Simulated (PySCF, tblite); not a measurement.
# C5H11NSi2: geometry, infrared bands and NMR shifts

Aim: predict the infrared bands and NMR shifts of C5H11NSi2 (`N#C[C@H]1C[Si@H](C[SiH3])C1`).

The runs use tblite 0.8.0 and PySCF 2.14.0, with density-fitted response routines of our own; the level of theory stands in each step. All values are computed, except where a source is named. Atoms count from 0, in the outputs and in this text.

## Step 1: The molecule as given

19 atoms, charge 0, multiplicity 1; geometry from: force field or distance geometry start.

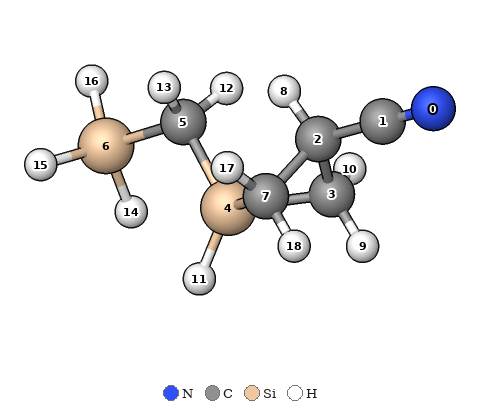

The starting geometry (nitrogen blue, carbon grey, silicon light orange, hydrogen white), atoms numbered.

## Step 2: Relaxing the molecule with GFN2-xTB

What the job is given:

```
{"job": {"kind": "relax", "xc": "GFN2-xTB", "basis": "xTB"}, "charge": 0, "multiplicity": 1}
N     -4.171800     1.119200    -0.117000
C     -3.069900     0.838900    -0.106200
C     -1.661300     0.464100    -0.072700
C     -1.204900    -0.231800     1.163500
Si     0.241200    -0.825000     0.147100
C      1.323300     0.602800    -0.271000
Si     3.121100     0.137600    -0.090800
C     -1.350800    -0.818500    -0.807900
H     -0.929400     1.231000    -0.391000
H     -1.838100    -1.067400     1.538600
H     -0.827700     0.448700     1.964100
H      0.839400    -2.082100     0.477100
H      1.094900     1.438100     0.444800
H      1.081000     0.970500    -1.283500
H      3.208700    -0.759300     1.080500
H      3.501600    -0.570600    -1.311300
H      3.904300     1.361800     0.092900
H     -1.244200    -0.599700    -1.898600
H     -2.027000    -1.649100    -0.565900
```

Started as:

```sh
$ OMP_NUM_THREADS=1 python probes_run.py task.json out
```

This one command runs all jobs of the session in turn.

**Question.** This job is followed by: GFN2-xTB harmonic vibrations, gas phase; GIAO PBE0/pcSseg-1 NMR shielding, non-relativistic, gas phase. Predict these results of the whole session: strongest single infrared mode (GFN2-xTB); zero-point energy (GFN2-xTB); 13C shifts against TMS (PBE0/pcSseg-1, means over atoms taken as alike); 1H shifts against TMS (PBE0/pcSseg-1, means over atoms taken as alike); 15N shifts against NH3 (PBE0/pcSseg-1); 29Si shifts against TMS (PBE0/pcSseg-1).

As calculated:

| quantity | value |
| --- | --- |
| strongest single infrared mode (GFN2-xTB) | 2247 cm⁻¹, 416 km/mol |
| zero-point energy (GFN2-xTB) | 87.4 kcal/mol |
| 13C shifts against TMS (PBE0/pcSseg-1, means over atoms taken as alike) | 129.8, 21.7, 18.2, -6.1 ppm |
| 1H shifts against TMS (PBE0/pcSseg-1, means over atoms taken as alike) | 5.23, 3.97, 3.04, 1.87, 1.87, 0.09 ppm |
| 15N shifts against NH3 (PBE0/pcSseg-1) | 298.4 ppm |
| 29Si shifts against TMS (PBE0/pcSseg-1) | -5.5, -79.2 ppm |

The optimisation took 235 steps and gained 1.495 eV; among the close pairs (by a distance rule), Si4–C7 changed most, from 1.856 to 1.918 Å. No mode is imaginary among the 51: a minimum at this level. The strongest single mode, at 2247 cm⁻¹, moves mainly H16. GFN2-xTB is a fitted tight-binding method: band positions and strengths are rough. Its intensities can rank the bands wrongly. At PBE0/pcSseg-1: The largest span, 459 ppm, is at N0, where the paramagnetic term is -371 ppm.
